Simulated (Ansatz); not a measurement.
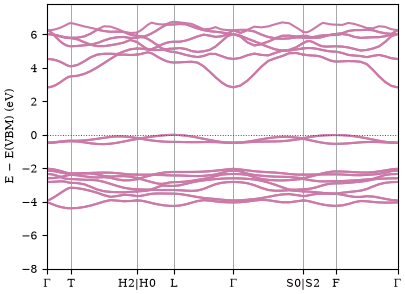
Figure: Band structure from r²SCAN with spin–orbit coupling (plane waves, PAW; program Ansatz)

Problem. Read off the gap and where the band edges lie.

Solution. About 2.8 eV (2.84 eV by a search for the band edges); maximum at L, minimum at Γ.

The material is Sr2BBrN2 in space group R-3m (No. 166; Sr on 6c, B on 3b, Br on 3a, N on 6c).

The workflow started from a Materials Project entry (that database holds measured and hypothetical structures alike); the Crystallography Open Database copy checked does not list it. Whether it is the stable phase at ambient conditions was not checked. The r²SCAN relaxation kept the symmetry of its start; whether a distortion lowers the energy is not shown.

Potentials: the later of the program's two PAW sets.
